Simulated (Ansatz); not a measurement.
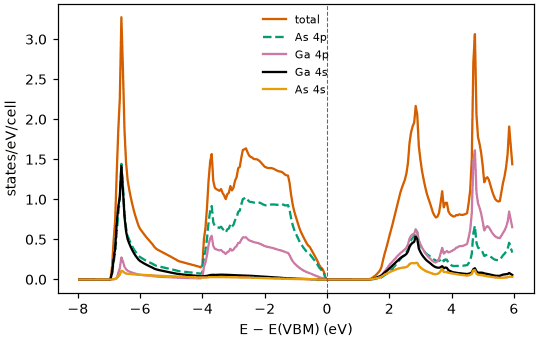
Total and projected density of states of GaAs (zinc blende, space group No. 216), plane-wave PAW r²SCAN (Ansatz code)

Question: Which orbitals carry the states next to the gap?

Answer: Top 1 eV of the valence band: As 4p 76 %, Ga 4p 20 %. Bottom 1 eV of the conduction band: Ga 4s 29 %, Ga 4p 29 %, As 4s 20 %, As 4p 17 %, outside the projected shells 5 %. Projections are on Löwdin-orthogonalised atomic valence shells; empty p or d shells of many metals are not among them.

Question: Where is the tallest occupied peak in this window, and what makes it?

Answer: Near -6.6 eV, about 3.3 states/eV per cell; the largest projected share is As 4p.

Space group F-43m (zinc blende). The cell was relaxed with r²SCAN under the symmetry of its start. Spin–orbit coupling is left out wherever it is not named.

Potentials: the later of the program's two PAW sets.
